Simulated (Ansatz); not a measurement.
# CdF2 monolayer (1T): from the cell to its phonons, part 2 of 3

Aim: the vibrations of CdF2 monolayer (1T), their spectra, and whether the structure is stable.

Ansatz 0.2.0; DFT LDA, scalar-relativistic, plane waves, PAW; PAW set soft_1.

So far. Step 4 (Tight relaxation): The largest force component left is 0.063 meV/Å, within the tolerances set.

## 5. Zone-centre response

The zone centre comes first: it holds the modes that light can see, as far as symmetry allows. The response to a homogeneous field gives the Born charges and the dielectric tensor, and its change with displacement the Raman tensors.

input.yaml

```yaml
crystal:
  lattice:
    - [3.4401914219, 0.0, 0.0]
    - [-1.7200957109, 2.9792931652, 0.0]
    - [0.0, 0.0, 27.6]
  atoms:
    - { symbol: Cd, position: [0.0, 0.0, 0.3623188406] }
    - { symbol: F, position: [0.3333333333, 0.6666666667, 0.3975732755] }
    - { symbol: F, position: [0.6666666667, 0.3333333333, 0.3270644057] }
  periodic: [true, true, false]
kpoints:
  mp_grid: { grid: [12, 12, 1] }
hamiltonian:
  xc: lda
  pseudopotentials: { kind: paw, azcp: { folder: soft_1 }, xc_functional: pbe }
scf:
  occupations: { method: fixed }
output:
  eigenvalues: true
phonons:
  method: dfpt
  dielectric: true
  raman: true
```

Launch:

```
$ ansatz run input.yaml --threads 4 --pin off --max-ram 16384MiB --backend cpu --events-out ev --progress --plain --runs-dir out
```

Numbers of over 12 decimals in the logs are rounded to 6 here.

Output:

```text
Warning: phonons.dielectric: true without phonons.rigid_motions: the static dielectric tensor ε⁰ will be withheld (ε∞, Z* and the rows of modes are given); for a crystal or a slab, whose only rigid motions are the translations, set phonons.rigid_motions: translations
Warning: crystal.symmetry: narrowed to the stabiliser of the run's FFT grids — unitary ops 12 → 6. A phonons.method: dfpt run fills in the rows of the dynamical matrix that it does not solve by its symmetry operations, which is exact only for operations that map its FFT grids onto themselves: filled in by any other, the frequencies could depend on the order in which like atoms are typed, or, by more than the grids' own error, on where the crystal sits among the grids' points. Excluded: 6 operations. The run can therefore solve more perturbations, solve them on more k-points, or both, and cost more. [rest of the remark cut]
[...]
Crystal: 3 atoms, lattice volume = 282.882 Å³
Basis set: ecut = 420 eV, 5529 PW (Γ), exchange–correlation on 48×48×384 points (8 copies of the dense FFT grid, shifted against one another)
Bands: 21, of which v1, the nominal top of the filled ones, is band 17 counted from 1 (16 counted from 0)
Symmetry: 12 space group operations
k-points: 43 of 144 (irreducible under 2 space group operations, time reversal used)
[...]
SCF iter   1: F=—  HF=-9707.372271 eV  |F-HF|=—  |Δ(HF+E_count)|=         —  Δρ=4.01e-2  dr2=4.58e0  ethr=3.10e-3  ⟨swp⟩=6.9  Hψ=4457  notcnv=0  defer=70
[...]
SCF iter   9: F=-9705.915559 eV  HF=-9705.915559 eV  |F-HF|=5.28e-11  |Δ(HF+E_count)|=  3.82e-10  Δρ=1.86e-7  dr2=3.42e-11  ethr=1.00e-12  ⟨swp⟩=19.7  Hψ=9899  notcnv=0
SCF 1 converged in 9 iterations: F = -9705.915559 eV  dr2 = 3.42e-11
[...]
DFPT response loops at Γ: preconditioner auto → none (the input reference at scf.mixing.eps_inf says where Resta's filter doesn't serve); β = 0.50; Broyden in place of MSR1
── the response to a field inside a basis, on 12×12×1 k-points: an SCF that follows is theirs, and a resumed run solves both again ──
Bands: 18, of which v1, the nominal top of the filled ones, is band 17 counted from 1 (16 counted from 0)
k-points: 42 of 144 (irreducible under 2 space group operations, time reversal used)
[...]
Eigensolver: Dense (42 Hₖ)
SCF iter   1: F=—  HF=-9705.910047 eV  |F-HF|=—  |Δ(HF+E_count)|=         —  Δρ=2.10e-4  dr2=2.42e-5  ethr=1.00e-1
[...]
SCF iter   6: F=-9705.910039 eV  HF=-9705.910039 eV  |F-HF|=1.46e-11  |Δ(HF+E_count)|=  3.87e-10  Δρ=1.29e-7  dr2=2.72e-11  ethr=3.98e-12
SCF 1 converged in 6 iterations: F = -9705.910039 eV  dr2 = 2.72e-11
[...]
SCF converged after 9 iterations
Free energy (F): -9705.915559 eV
[...]
Internal energy: -9705.915559 eV  (E = F + TS)
E sigma→0 (E₀):  -9705.915559 eV
Fermi energy:    -8.879477 eV
[...]
--- Band table (eV; the first three rows and the last of 43) ---
  k-point 0: bands = [... 13 lower, -10.4892, -10.1349, -8.8795, -8.8795, -5.0794, -1.7604 (-1.7604°), -0.0480, 0.1883]
  k-point 1: bands = [... 13 lower, -10.3834, -10.0942, -8.9978, -8.9046, -4.8664, -1.6095 (-1.6095°), 0.0627, 0.3105]
  k-point 2: bands = [... 13 lower, -10.3899, -9.9985, -9.2911, -8.9571, -4.2859, -1.1934 (-1.1934°), 0.3919, 0.6741]
  k-point 42: bands = [... 13 lower, -11.0001, -10.3946, -9.3944, -9.2456, -1.4417, 1.1990 (1.1990°), 1.6753, 3.0613]
  ° read free of the cell's end (the report's vacuum.weakly_bound_levels)
--- Phonons (Γ-DFPT): 6 representative perturbations + reference, on 43 of 144 k-points (Σ response iterations 27) ---
  ASR residual: 1.578e-4 → 0.000e0 eV/Å²; symmetrization residual: 8.664e-6 eV/Å²
  The last average, over the group as it would stand without the narrowing to the FFT grids, took up to 2.543e-6 eV/Å² of the zone centre's force constants
  ASR residual per site (eV/Å²): 1.30e-5 1.55e-4 1.58e-4
  Γ frequencies (cm⁻¹): 0.00 0.00 0.00 257.44 257.44 294.99 294.99 310.16 324.77
  ε∞ (high-frequency dielectric tensor):
        1.274147    -0.000000     0.000000
       -0.000000     1.274147     0.000000
        0.000000     0.000000     1.085256
  α∞ (the layer's polarisability for a field applied outside it; Å, Gaussian; ε∞ is over the cell's 27.600 Å):
        0.602119    -0.000000     0.000000
       -0.000000     0.602119     0.000000
        0.000000     0.000000     0.187251
  ε⁰ (static dielectric tensor): not given — the deck does not say what the cell's rigid motions are, and on a molecule in a box or a wire the rigid rotations would enter the sum over the modes at Γ. For a crystal or a slab, whose only rigid motions are the translations, set phonons.rigid_motions: translations.
  Born effective charges Z* (e; rows j = field, columns β = displacement):
    site 0:
         2.54722   -0.00000    0.00000
        -0.00000    2.54722    0.00000
         0.00000    0.00000    0.71512
    site 1:
        -1.27361    0.00000   -0.00000
         0.00000   -1.27361   -0.00000
        -0.00000   -0.00000   -0.35756
    site 2:
        -1.27361    0.00000   -0.00000
         0.00000   -1.27361   -0.00000
        -0.00000   -0.00000   -0.35756
  Z* charge neutrality: 6.270e-5 e pre-enforcement
  k-mesh period / interband length: 27.6 Å / 0.69 Å = 40.27 at k = (0.0000, 0.0000, 0.0000), direct gap 3.800 eV — 14 or more, which is no proof of convergence; an axis of the mesh has one division: compare the results on two meshes, or along an axis of vacuum in a longer cell
  Raman tensors (in the event stream and the table raman_tensors.tsv): an entry may err by 6.8e-3 Å², one of the second-order susceptibility by 4.1e-21 pm/V (basis, points and sum rule); their sum over the sites missed zero by 1.110e-16 Å² ahead of its enforcement
  optical modes at Γ without the LO–TO term, one row a degenerate level:
      ω (cm⁻¹)  modes    IR ((D/Å)²/amu)  static Raman (Å⁴/amu)  depolarisation
        257.44      2             0.0000                 2.5336           0.750
        294.99      2            10.5423                 0.0000               —
        310.16      1             0.0000                 5.6353           0.050
        324.77      1             0.4155                 0.0000               —
```

It took 3.9 min on 4 threads of Arm Neoverse V1, shared host; peak memory 1.8 GiB; 15 min of CPU time.

This step gave:

```yaml
sum_rule_residual_before_enforcement: 1.58e-4 eV/Å²
miss_of_the_charge_sum_rule: 6.27e-5 e
point_group: -3m
highest_optical_mode_at_the_zone_centre_no_lo_to_term: 324.8 cm⁻¹
lowest_optical_zone_centre_mode: 257.4 cm⁻¹
largest_born_charge_third_of_the_trace: 1.936 e
```

Without the LO-TO term. Patterns of degenerate modes are one choice out of their space. The modes at Γ (shares of kinetic energy by element, %):

| mode | frequency (cm⁻¹) | symmetry | Cd % | F % |
| --- | --- | --- | --- | --- |
| 1 | 0.0 | acoustic | 75 | 25 |
| 2 | 0.0 | acoustic | 75 | 25 |
| 3 | 0.0 | acoustic | 75 | 25 |
| 4 | 257.4 | Eg | 0 | 100 |
| 5 | 257.4 | Eg | 0 | 100 |
| 6 | 295.0 | Eu | 25 | 75 |
| 7 | 295.0 | Eu | 25 | 75 |
| 8 | 310.2 | A1g | 0 | 100 |
| 9 | 324.8 | A2u | 25 | 75 |

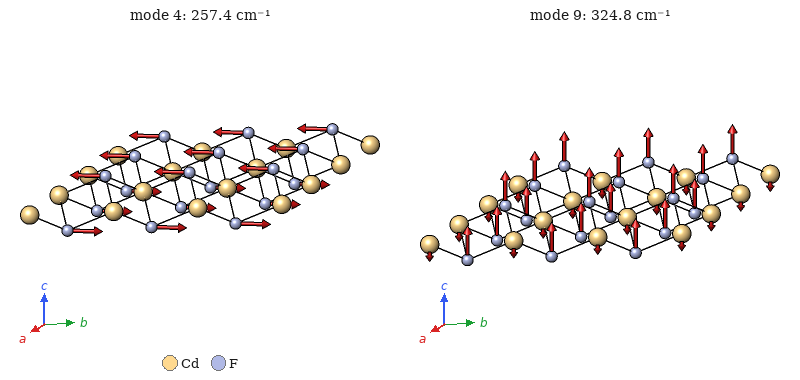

Displacement patterns of modes 4 and 9 at Γ; arrows are exaggerated. 3×3×1 cells are drawn. Some periodic images of atoms are drawn too.

High-frequency dielectric tensor, averaged over the cell of height 27.6 Å or as lengthened by the program, vacuum included. Tensor:

|  | x | y | z |
| --- | --- | --- | --- |
| x | 1.274 | 0 | 0 |
| y | 0 | 1.274 | 0 |
| z | 0 | 0 | 1.085 |

Born charge (rows field, columns displacement) (e), principal values of the symmetric part by kind of site:

| atom | atoms with these values | low | middle | high | mean |
| --- | --- | --- | --- | --- | --- |
| Cd1 | 1 | 0.72 | 2.55 | 2.55 | 1.94 |
| F2 | 2 | -1.27 | -1.27 | -0.36 | -0.97 |

In full for Cd1:

```
2.55 0.00 0.00
0.00 2.55 0.00
0.00 0.00 0.72
```

Transverse modes. Lines of the infrared spectrum (strongest = 100):

| position (cm⁻¹) | label | relative intensity |
| --- | --- | --- |
| 257 | Eg | 0.0 |
| 295 | Eu | 100 |
| 310 | A1g | 0.0 |
| 325 | A2u | 3.9 |

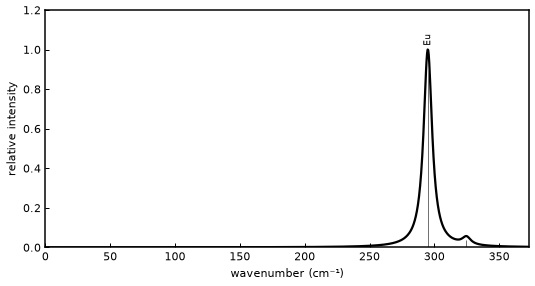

The infrared spectrum, broadened with Lorentzians of width 8 cm⁻¹; bars mark the lines.

Activity x (w_L - w)^4 (n + 1)/w, 532 nm, 300 K. Raman lines, with heights relative to the strongest:

| position (cm⁻¹) | label | relative intensity |
| --- | --- | --- |
| 257 | Eg | 60 |
| 295 | Eu | 0.0 |
| 310 | A1g | 100 |
| 325 | A2u | 0.0 |

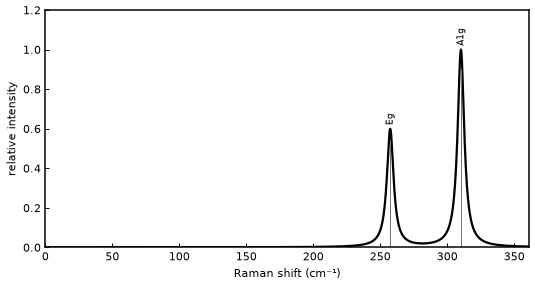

The Raman spectrum, broadened with Lorentzians of width 6 cm⁻¹; bars mark the lines.

Before it was imposed, the acoustic sum rule was missed by 1.6e-4 eV/Å² and the charge sum rule by 6.3e-5 e. Small misses are needed for a sound result but don't prove that mesh and cutoff are converged. The lowest optical mode is real, 257 cm⁻¹.

## 6. The dispersion

Stability and thermal properties need the whole zone. Linear response on a 6×6×1 q mesh gives force constants as far as a supercell of that size would, and the tensors from the zone-centre run are typed in so that the long-range dipole term is interpolated apart.

input.yaml, the sections that differ from step 5:

```yaml
phonons:
  method: dfpt
  qmesh: [6, 6, 1]
  temperatures: { t_max: 1000, t_step: 50 }
  qpath:
    path:
      - [0.0, 0.0, 0.0]
      - [0.5, 0.0, 0.0]
      - [0.33333333, 0.33333333, 0.0]
      - [0.0, 0.0, 0.0]
    npoints: 10
  isolated: true
  non_analytic_term:
    high_frequency_dielectric_tensor: [[1.2741, 0.0, 0.0], [0.0, 1.2741, 0.0], [0.0, 0.0, 1.0853]]
    born_effective_charges:
      - { species: Cd, tensor: [[2.5472, 0.0, 0.0], [0.0, 2.5472, 0.0], [0.0, 0.0, 0.7151]] }
      - { species: F, tensor: [[-1.2736, 0.0, 0.0], [0.0, -1.2736, 0.0], [0.0, 0.0, -0.3576]] }
      - { species: F, tensor: [[-1.2736, 0.0, 0.0], [0.0, -1.2736, 0.0], [0.0, 0.0, -0.3576]] }
    source: "zone-centre run at this cell"
# crystal, kpoints, hamiltonian, scf, output: as in step 5
```

Output:

```text
Warning: phonons: the dynamical matrix that this run interpolates holds no multipole term above the dipole-dipole one, and a site of this crystal is no centre of inversion, so its interpolated transverse optical and acoustic branches and sound speeds can stay off near Gamma, and the density of states and the thermodynamics with them. What a run solves at a wave vector of phonons.qpoints, Gamma apart, where the deck admits one, is free of this, and under fd what a larger phonons.supercell samples
[...]
Crystal: 3 atoms, lattice volume = 282.882 Å³
Basis set: ecut = 420 eV, 5529 PW (Γ), exchange–correlation on 48×48×384 points (8 copies of the dense FFT grid, shifted against one another)
Bands: 21, of which v1, the nominal top of the filled ones, is band 17 counted from 1 (16 counted from 0)
Symmetry: 12 space group operations
k-points: 19 of 144 (irreducible under 6 space group operations, time reversal used)
[...]
SCF iter   1: F=—  HF=-9707.372596 eV  |F-HF|=—  |Δ(HF+E_count)|=         —  Δρ=4.01e-2  dr2=4.58e0  ethr=3.10e-3  ⟨swp⟩=7.0  Hψ=1961  notcnv=0  defer=31
[...]
SCF iter  10: F=-9705.915559 eV  HF=-9705.915559 eV  |F-HF|=1.27e-11  |Δ(HF+E_count)|=  1.26e-10  Δρ=2.51e-8  dr2=1.47e-12  ethr=1.00e-12  ⟨swp⟩=17.7  Hψ=3771  notcnv=0
SCF 1 converged in 10 iterations: F = -9705.915559 eV  dr2 = 1.47e-12
[...]
NSCF: frozen V_eff on 19 k-points
[...]
DFPT response loops at q = (0, 0, 0) (fractional): preconditioner auto → none (the input reference at scf.mixing.eps_inf says where Resta's filter doesn't serve); β = 0.50; Broyden in place of MSR1
[...]
SCF converged after 10 iterations
Free energy (F): -9705.915559 eV
[...]
Internal energy: -9705.915559 eV  (E = F + TS)
E sigma→0 (E₀):  -9705.915559 eV
Fermi energy:    -8.879472 eV
[...]
--- Band table (eV; the first three rows and the last of 19) ---
  k-point 0: bands = [... 13 lower, -10.4892, -10.1348, -8.8795, -8.8795, -5.0794, -1.7604 (-1.7604°), -0.0480, 0.1883]
  k-point 1: bands = [... 13 lower, -10.3834, -10.0942, -8.9978, -8.9046, -4.8664, -1.6095 (-1.6095°), 0.0627, 0.3105]
  k-point 2: bands = [... 13 lower, -10.3899, -9.9985, -9.2911, -8.9570, -4.2859, -1.1934 (-1.1934°), 0.3919, 0.6741]
  k-point 18: bands = [... 13 lower, -10.9779, -10.8678, -9.3274, -9.3274, -0.7451, 2.0526, 2.2500, 2.2500]
  ° read free of the cell's end (the report's vacuum.weakly_bound_levels)
--- Phonons (Γ-DFPT): 6 representative perturbations + reference (Σ response iterations 25) ---
  ASR residual: 7.229e-5 → 0.000e0 eV/Å²; symmetrization residual: 1.669e-5 eV/Å²
[...]
ASR residual per site (eV/Å²): 2.95e-5 7.19e-5 7.23e-5
  Γ frequencies (cm⁻¹): 0.00 0.00 0.00 257.44 257.44 294.99 294.99 310.16 324.77
--- Phonons (arbitrary-q DFPT): 7 irreducible q on the 6×6×1 mesh ---
  q = [0.0000, 0.0000, 0.0000] (star 1, of the zone-centre solve; hermiticity 3.03e-6, symmetrization 2.13e-10, taken by the last average 4.70e-8): -0.00 -0.00 -0.00 257.44 257.44 294.99 294.99 310.16 324.77
  q = [0.0000, 0.1667, 0.0000] (star 6, 9 solved perturbations on 78 of 144 k-point pairs; hermiticity 1.88e-6, symmetrization 1.46e-10, taken by the last average 5.95e-8): 13.47 45.04 79.20 243.83 266.08 295.67 309.47 311.50 390.36
[...]
q = [0.1667, 0.1667, 0.0000] (star 6, 6 solved perturbations in 666 linear systems a pass and spin channel, the states on 144 of 144 k-point pairs; hermiticity 5.49e-7, symmetrization 2.38e-10, taken by the last average 1.49e-7): 30.48 82.98 119.65 256.42 258.18 260.39 314.66 338.89 394.00
[...]
sum rule: each row above includes the acoustic sum rule's correction from the zone centre's row sums; it moved no ω² by more than (1.02 cm⁻¹)²
  mesh force constants: q→R imaginary residual 1.65e-18; ASR residual 7.229e-5 → 0.000e0 eV/Å²; symmetrization residual 1.776e-14 eV/Å²
  interpolated dispersion: 31 rows × 9 modes
  density of states and harmonic sums: on the 24×24×1 q-mesh, interpolated from the force constants of a 6×6×1 supercell (with the dipole–dipole term of supplied tensors)
  largest difference from the sums on the solved wave vectors: F 2.97e-2 eV, S 3.64e-5 and C_V 6.72e-6 eV/K
  zero-point energy: 0.128299 eV/cell   skipped modes (ω ≤ 0): 3   left out of the sums: 5.79e-4 of the cell's modes: C_V's classical limit lies that fraction below 3 k_B per atom; for a crystal, a wire or a layer, F and S can be off by more, and a phonons.interpolated_qmesh denser along its periods is the remedy for the sampling
```

It took 11 min on 4 threads; peak memory 1.9 GiB.

This step gave:

* sum-rule residual before enforcement: 7.23e-5 eV/Å²
* lowest frequency on the path: 0 cm⁻¹
* highest frequency on the path or at a solved wavevector: 396 cm⁻¹
* mean frequency: 229.9 cm⁻¹
* lowest mode on the q mesh (acoustic modes at Γ apart): 13.47 cm⁻¹
* zero-point energy per atom: 42.77 meV
* heat capacity at 300 K: 22.10 J/(mol atoms K)
* vibrational entropy at 300 K: 29.81 J/(mol atoms K)
* edges of the widest gap between branches, on path and mesh: 159, 220.1 cm⁻¹

Frequencies (cm⁻¹) solved at each irreducible wavevector; negative means imaginary. Frequencies by wavevector, by row:

| q in reciprocal lattice units | star | mode 1 | mode 2 | mode 3 | mode 4 | mode 5 | mode 6 | mode 7 | mode 8 | mode 9 |
| --- | --- | --- | --- | --- | --- | --- | --- | --- | --- | --- |
| 0 0 0 | 1 | 0 | 0 | 0 | 257.4 | 257.4 | 295 | 295 | 310.2 | 324.8 |
| 0 0.1667 0 | 6 | 13.5 | 45 | 79.2 | 243.8 | 266.1 | 295.7 | 309.5 | 311.5 | 390.4 |
| 0 0.3333 0 | 6 | 36.6 | 79.6 | 137.5 | 227.1 | 254.8 | 282.7 | 327.2 | 332.7 | 393.8 |
| 0 -0.5 0 | 3 | 47.2 | 93.2 | 159 | 220.1 | 240.9 | 283.4 | 340.2 | 341 | 388.6 |
| 0.1667 0.1667 0 | 6 | 30.5 | 83 | 119.7 | 256.4 | 258.2 | 260.4 | 314.7 | 338.9 | 394 |
| 0.1667 0.3333 0 | 12 | 45.4 | 113.2 | 149.8 | 233.9 | 241.8 | 276.8 | 332.5 | 346 | 389.1 |
| 0.3333 0.3333 0 | 2 | 48.6 | 145.2 | 145.2 | 234.1 | 234.1 | 282 | 341.2 | 341.2 | 387.5 |

Interpolated from a 6×6×1 q mesh, with the LO-TO term (at Γ the limit along the path; where Γ stands inside the path, tables give the limit on arrival). The phonon branches at the labelled points (cm⁻¹):

| point | branch 1 | branch 2 | branch 3 | branch 4 | branch 5 | branch 6 | branch 7 | branch 8 | branch 9 |
| --- | --- | --- | --- | --- | --- | --- | --- | --- | --- |
| Γ | 0 | 0 | 0 | 257 | 257 | 295 | 295 | 310 | 325 |
| M | 47 | 93 | 159 | 220 | 241 | 283 | 340 | 341 | 389 |
| K | 49 | 145 | 145 | 234 | 234 | 282 | 341 | 341 | 388 |
| Γ | 0 | 0 | 0 | 257 | 257 | 295 | 295 | 310 | 325 |

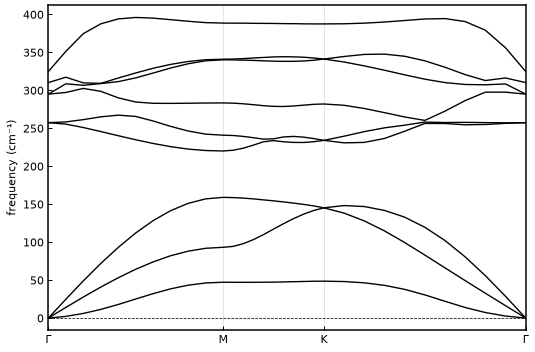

Phonon branches along the path.

(Continued in part 3 of 3.)

[Logs are printed without paths, hosts, clocks, repeated set-up lines and the standing remarks that a program may print on its own settings, such as how far it seeks lower states.]

[Hosts, paths, dates, database ids (printed as entryN), source tags and the programs' standing remarks are cut or masked in the printed files.]
